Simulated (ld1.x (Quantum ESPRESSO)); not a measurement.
## Pseudopotential generation for Tm (part 2 of 2)

The same run, continued: thulium (Tm, Z = 69), core [Kr] 4d10 4f13, reference valence 5s2 5p6 5d0 6s2 6p0, valence charge 10. Method: TM potential, PBE, fully relativistic, made with ld1.x (Quantum ESPRESSO) 7.5.

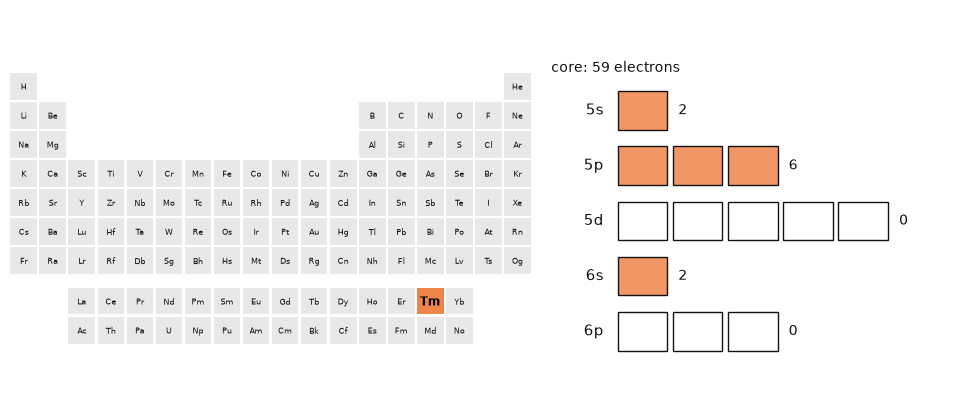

Left, the place of thulium in the periodic table; right, the valence shells of the reference configuration: a box for each of the 2l + 1 orbitals, shaded by the share of the shell that is filled, with the electron count at the right.

## Output of the test run (extracts), continued
```
     Ekin =      19.998381 Ry,       9.999190 Ha,     272.091830 eV
     Encl =    -129.904906 Ry,     -64.952453 Ha,   -1767.446288 eV
     Ehrt =      50.705938 Ry,      25.352969 Ha,     689.889434 eV
     Ecxc =      -8.911372 Ry,      -4.455686 Ha,    -121.245394 eV
     Epseu=      -0.243611 Ry,      -0.121806 Ha,      -3.314500 eV

     ---------------------- End of pseudopotential test ----------------------

     ---------------------- Testing the pseudopotential ----------------------

     Tm
     dirac relativistic calculation

     atomic number is 69.00   valence charge is 10.00
     dft =PBE   lsd =0 sic =0 latt =0  beta=0.20 tr2=1.0E-14
     mesh =1269 r(mesh) = 101.07810 xmin = -7.00 dx = 0.01250

     n l  j  nl             e AE (Ry)       e PS (Ry)    De AE-PS (Ry)
     1 0 0.5 5S   1( 2.00)       -4.40967       -4.41016        0.00049
     2 1 0.5 5P   1( 2.00)       -2.77074       -2.47739       -0.29336  !
     2 1 1.5 5P   1( 4.00)       -2.35064       -2.47739        0.12675  !
     3 2 1.5 5D   1( 0.00)       -0.49531       -0.48979       -0.00552  !
     3 2 2.5 5D   1( 0.00)       -0.47451       -0.46890       -0.00561  !
     2 0 0.5 6S   1( 1.00)       -0.67366       -0.64451       -0.02915  !
     3 1 0.5 6P   1( 0.00)       -0.42766       -0.40368       -0.02398  !
     3 1 1.5 6P   1( 0.00)       -0.39558       -0.40368        0.00809  !

     eps = 7.4E-15  iter = 24

     Etot =  -27163.862047 Ry,  -13581.931023 Ha, -369583.171046 eV
     Etotps =   -67.903014 Ry,     -33.951507 Ha,    -923.867567 eV
     dEtot_ae =       0.474883 Ry
     dEtot_ps =       0.452557 Ry,   Delta E=       0.022326 Ry

     Ekin =      19.763197 Ry,       9.881598 Ha,     268.891989 eV
     Encl =    -124.946084 Ry,     -62.473042 Ha,   -1699.978075 eV
     Ehrt =      46.116845 Ry,      23.058422 Ha,     627.451639 eV
     Ecxc =      -8.612213 Ry,      -4.306106 Ha,    -117.175123 eV
     Epseu=      -0.224759 Ry,      -0.112379 Ha,      -3.057997 eV

     ---------------------- End of pseudopotential test ----------------------

     ---------------------- Testing the pseudopotential ----------------------

     Tm
     dirac relativistic calculation

     atomic number is 69.00   valence charge is 10.00
     dft =PBE   lsd =0 sic =0 latt =0  beta=0.20 tr2=1.0E-14
     mesh =1269 r(mesh) = 101.07810 xmin = -7.00 dx = 0.01250

     n l  j  nl             e AE (Ry)       e PS (Ry)    De AE-PS (Ry)
     1 0 0.5 5S   1( 2.00)       -4.98953       -4.99115        0.00161
     2 1 0.5 5P   1( 2.00)       -3.34814       -3.05155       -0.29659  !
     2 1 1.5 5P   1( 4.00)       -2.92541       -3.05155        0.12615  !
     3 2 1.5 5D   1( 0.00)       -1.00311       -0.98690       -0.01621  !
     3 2 2.5 5D   1( 0.00)       -0.97633       -0.95944       -0.01689  !
     2 0 0.5 6S   1( 0.00)       -1.10730       -1.10730        0.00000
     3 1 0.5 6P   1( 0.00)       -0.79890       -0.73911       -0.05978  !
     3 1 1.5 6P   1( 0.00)       -0.74830       -0.73911       -0.00919  !

     eps = 4.8E-15  iter = 23

     Etot =  -27162.972586 Ry,  -13581.486293 Ha, -369571.069315 eV
     Etotps =   -67.052256 Ry,     -33.526128 Ha,    -912.292425 eV
     dEtot_ae =       1.364344 Ry
     dEtot_ps =       1.303314 Ry,   Delta E=       0.061030 Ry

     Ekin =      19.313449 Ry,       9.656724 Ha,     262.772855 eV
     Encl =    -119.095539 Ry,     -59.547770 Ha,   -1620.377360 eV
     Ehrt =      41.220546 Ry,      20.610273 Ha,     560.834102 eV
     Ecxc =      -8.306969 Ry,      -4.153485 Ha,    -113.022075 eV
     Epseu=      -0.183743 Ry,      -0.091871 Ha,      -2.499948 eV

     ---------------------- End of pseudopotential test ----------------------

     ---------------------- Testing the pseudopotential ----------------------

     Tm
     dirac relativistic calculation

     atomic number is 69.00   valence charge is 10.00
     dft =PBE   lsd =0 sic =0 latt =0  beta=0.20 tr2=1.0E-14
     mesh =1269 r(mesh) = 101.07810 xmin = -7.00 dx = 0.01250

     n l  j  nl             e AE (Ry)       e PS (Ry)    De AE-PS (Ry)
     1 0 0.5 5S   1( 2.00)       -4.15067       -4.15062       -0.00005
     2 1 0.5 5P   1( 2.00)       -2.51212       -2.21969       -0.29243  !
     2 1 1.5 5P   1( 4.00)       -2.09262       -2.21969        0.12707  !
     3 2 1.5 5D   1( 0.00)       -0.26931       -0.26669       -0.00262
     3 2 2.5 5D   1( 0.00)       -0.25179       -0.24917       -0.00262
     2 0 0.5 6S   1( 1.50)       -0.47267       -0.45059       -0.02209  !
     3 1 0.5 6P   1( 0.00)       -0.25403       -0.07621       -0.17782  !
     3 1 1.5 6P   1( 0.00)       -0.22915       -0.23730        0.00815  !

     eps = 2.8E-15  iter = 16

     Etot =  -27164.148124 Ry,  -13582.074062 Ha, -369587.063316 eV
     Etotps =   -68.176357 Ry,     -34.088179 Ha,    -927.586592 eV
     dEtot_ae =       0.188807 Ry
     dEtot_ps =       0.179214 Ry,   Delta E=       0.009593 Ry

     Ekin =      19.906089 Ry,       9.953045 Ha,     270.836143 eV
     Encl =    -127.551696 Ry,     -63.775848 Ha,   -1735.429233 eV
     Ehrt =      48.470969 Ry,      24.235485 Ha,     659.481132 eV
     Ecxc =      -8.765276 Ry,      -4.382638 Ha,    -119.257652 eV
     Epseu=      -0.236444 Ry,      -0.118222 Ha,      -3.216983 eV

     ---------------------- End of pseudopotential test ----------------------

     ---------------------- Testing the pseudopotential ----------------------

     Tm
     dirac relativistic calculation

     atomic number is 69.00   valence charge is 10.00
     dft =PBE   lsd =0 sic =0 latt =0  beta=0.20 tr2=1.0E-14
     mesh =1269 r(mesh) = 101.07810 xmin = -7.00 dx = 0.01250

     n l  j  nl             e AE (Ry)       e PS (Ry)    De AE-PS (Ry)
     1 0 0.5 5S   1( 2.00)       -4.78970       -6.14299        1.35329  !
     2 1 0.5 5P   1( 1.67)       -3.12551       -4.13718        1.01166  !
     2 1 1.5 5P   1( 3.33)       -2.68670       -4.13718        1.45047  !
     3 2 1.5 5D   1( 0.00)       -0.69834       -0.69834        0.00000
     3 2 2.5 5D   1( 0.00)       -0.66926       -0.66926        0.00000
     2 0 0.5 6S   1( 2.00)       -0.79184       -0.79184        0.00000
     3 1 0.5 6P   1( 0.00)       -0.50703       -0.39846       -0.10858  !
     3 1 1.5 6P   1( 0.00)       -0.46550       -0.25855       -0.20696  !

     eps = 4.4E-15  iter = 19

     Etot =  -27161.932931 Ry,  -13580.966465 Ha, -369556.924084 eV
     Etotps =   -65.046627 Ry,     -32.523314 Ha,    -885.004450 eV
     dEtot_ae =       2.403999 Ry
     dEtot_ps =       3.308943 Ry,   Delta E=      -0.904944 Ry

     Ekin =      16.120946 Ry,       8.060473 Ha,     219.336650 eV
     Encl =    -106.343787 Ry,     -53.171894 Ha,   -1446.880936 eV
     Ehrt =      32.624566 Ry,      16.312283 Ha,     443.879837 eV
     Ecxc =      -7.229258 Ry,      -3.614629 Ha,     -98.359063 eV
     Epseu=      -0.219095 Ry,      -0.109547 Ha,      -2.980938 eV

     ---------------------- End of pseudopotential test ----------------------

     ---------------------- Testing the pseudopotential ----------------------

     Tm
     dirac relativistic calculation

     atomic number is 69.00   valence charge is 10.00
     dft =PBE   lsd =0 sic =0 latt =0  beta=0.20 tr2=1.0E-14
     mesh =1269 r(mesh) = 101.07810 xmin = -7.00 dx = 0.01250

     n l  j  nl             e AE (Ry)       e PS (Ry)    De AE-PS (Ry)
     1 0 0.5 5S   1( 2.00)       -4.51896       -4.50626       -0.01270  !
     2 1 0.5 5P   1( 2.00)       -2.87885       -2.57162       -0.30723  !
     2 1 1.5 5P   1( 4.00)       -2.45743       -2.57162        0.11419  !
     3 2 1.5 5D   1( 0.00)       -0.57575       -0.55944       -0.01631  !
     3 2 2.5 5D   1( 0.00)       -0.55319       -0.53701       -0.01618  !
     2 0 0.5 6S   1( 0.00)       -0.73473       -0.69609       -0.03864  !
     3 1 0.5 6P   1( 0.33)       -0.48390       -0.45355       -0.03035  !
     3 1 1.5 6P   1( 0.67)       -0.45088       -0.45355        0.00267

     eps = 6.1E-15  iter = 26

     Etot =  -27163.591688 Ry,  -13581.795844 Ha, -369579.492622 eV
     Etotps =   -67.661140 Ry,     -33.830570 Ha,    -920.576703 eV
     dEtot_ae =       0.745242 Ry
     dEtot_ps =       0.694431 Ry,   Delta E=       0.050811 Ry

     Ekin =      19.766991 Ry,       9.883495 Ha,     268.943608 eV
     Encl =    -123.989820 Ry,     -61.994910 Ha,   -1686.967435 eV
     Ehrt =      45.291142 Ry,      22.645571 Ha,     616.217377 eV
     Ecxc =      -8.547681 Ry,      -4.273840 Ha,    -116.297125 eV
     Epseu=      -0.181772 Ry,      -0.090886 Ha,      -2.473128 eV

     ---------------------- End of pseudopotential test ----------------------

     ---------------------- Testing the pseudopotential ----------------------

     Tm
     dirac relativistic calculation

     atomic number is 69.00   valence charge is 10.00
     dft =PBE   lsd =0 sic =0 latt =0  beta=0.20 tr2=1.0E-14
     mesh =1269 r(mesh) = 101.07810 xmin = -7.00 dx = 0.01250

     n l  j  nl             e AE (Ry)       e PS (Ry)    De AE-PS (Ry)
     1 0 0.5 5S   1( 2.00)       -4.03194       -4.99115        0.95920  !
     2 1 0.5 5P   1( 2.00)       -2.39296       -3.05155        0.65859  !
     2 1 1.5 5P   1( 4.00)       -1.97293       -3.05155        1.07862  !
     3 2 1.5 5D   1( 0.00)       -0.14637       -0.14637        0.00000
     3 2 2.5 5D   1( 0.00)       -0.12967       -0.12967        0.00000
     2 0 0.5 6S   1( 1.00)       -0.34867       -0.38988        0.04121  !
     3 1 0.5 6P   1( 0.33)       -0.14599       -0.00000       -0.14599  !
     3 1 1.5 6P   1( 0.67)       -0.12566       -0.00000       -0.12566  !

     eps = 8.5E-15  iter = 58

     Etot =  -27164.127911 Ry,  -13582.063956 Ha, -369586.788313 eV
     Etotps =   -67.442139 Ry,     -33.721069 Ha,    -917.597043 eV
     dEtot_ae =       0.209019 Ry
     dEtot_ps =       0.913432 Ry,   Delta E=      -0.704413 Ry

     Ekin =      18.923566 Ry,       9.461783 Ha,     257.468235 eV
     Encl =    -119.095539 Ry,     -59.547769 Ha,   -1620.377356 eV
     Ehrt =      41.220546 Ry,      20.610273 Ha,     560.834100 eV
     Ecxc =      -8.306969 Ry,      -4.153485 Ha,    -113.022074 eV
     Epseu=      -0.183743 Ry,      -0.091871 Ha,      -2.499948 eV

     ---------------------- End of pseudopotential test ----------------------

     ---------------------- Testing the pseudopotential ----------------------

     Tm
     dirac relativistic calculation

     atomic number is 69.00   valence charge is 10.00
     dft =PBE   lsd =0 sic =0 latt =0  beta=0.20 tr2=1.0E-14
     mesh =1269 r(mesh) = 101.07810 xmin = -7.00 dx = 0.01250

     n l  j  nl             e AE (Ry)       e PS (Ry)    De AE-PS (Ry)
     1 0 0.5 5S   1( 2.00)       -3.88512       -3.87078       -0.01435  !
     2 1 0.5 5P   1( 2.00)       -2.24920       -1.94745       -0.30175  !
     2 1 1.5 5P   1( 4.00)       -1.83203       -1.94745        0.11542  !
     3 2 1.5 5D   1( 0.40)       -0.06320       -0.05884       -0.00436
     3 2 2.5 5D   1( 0.60)       -0.05153       -0.04756       -0.00397
     2 0 0.5 6S   1( 1.00)       -0.28473       -0.26488       -0.01985  !
     3 1 0.5 6P   1( 0.00)       -0.10212       -0.03064       -0.07149  !
     3 1 1.5 6P   1( 0.00)       -0.08623       -0.09030        0.00407

     eps = 9.3E-15  iter = 28

     Etot =  -27164.109242 Ry,  -13582.054621 Ha, -369586.534312 eV
     Etotps =   -68.143748 Ry,     -34.071874 Ha,    -927.142919 eV
     dEtot_ae =       0.227688 Ry
     dEtot_ps =       0.211823 Ry,   Delta E=       0.015864 Ry

     Ekin =      20.422700 Ry,      10.211350 Ha,     277.864991 eV
     Encl =    -130.466935 Ry,     -65.233468 Ha,   -1775.093087 eV
     Ehrt =      51.056226 Ry,      25.528113 Ha,     694.655348 eV
     Ecxc =      -8.977864 Ry,      -4.488932 Ha,    -122.150057 eV
     Epseu=      -0.177875 Ry,      -0.088938 Ha,      -2.420113 eV

     ---------------------- End of pseudopotential test ----------------------
```

## Summary

- outcome: generated; 5p1/2 isn't converged at 400 Ry in the Bessel test; no spin-orbit splitting in 5p; the pseudo-atom misses its reference levels by up to 3.96 eV (5p)
- reference test: the pseudo-atom misses its own reference levels by up to 3.96 eV
- configuration tests: 2 of 7 tests not solved
- largest excitation error among the tests solved: +830 meV (all-electron minus pseudo) for 5s2 5p6 5d0 6s0 6p0
- range over which the phases arctan(r u′/u) at the test radius agree within 0.05 rad (a looser test near the poles than one of phase shifts): s: up to about -0.6 Ry; p1/2: not judged, since its reference level lies on a steep step; p3/2: not judged, since its reference level lies on a steep step; d3/2: up to about 1.6 Ry; d5/2: up to about 1.7 Ry
- hardware: 1 CPU thread, shared host
- wall time: 3.2 s

## Remarks

An excitation error of 830 meV in its own tests makes this a poorly transferable potential. The potential has no spin-orbit splitting in 5p, whose channel is the local potential: both pseudo levels lie at −1.9860 Ry, against −2.2773 and −1.8580 Ry all-electron. In the reference test the empty 6p level comes out at −0.029 Ry against −0.095 Ry all-electron. In the spherical-Bessel test 5p1/2 stands at −3.079 Ry at the top cutoff of 400 Ry, still falling, against −2.277 Ry all-electron and −1.986 Ry from the radial solver of ld1.x; 5p3/2 stands at −3.079 Ry at the top cutoff of 400 Ry, still falling, against −1.858 Ry all-electron and −1.986 Ry from the radial solver of ld1.x; 5s stands at −4.582 Ry at the top cutoff of 400 Ry, still falling, against −3.916 Ry all-electron (1 more miss too). The test also has an s level at −500.8 Ry, a p1/2 level at −125.8 Ry and a p3/2 level at −125.8 Ry, far below the valence levels of the same l, which points to ghost states. No cutoff can be given, and the search for ghost states has no verdict. The open f shell is frozen into the core, so the potential fits one valence alone and carries no f magnetism.
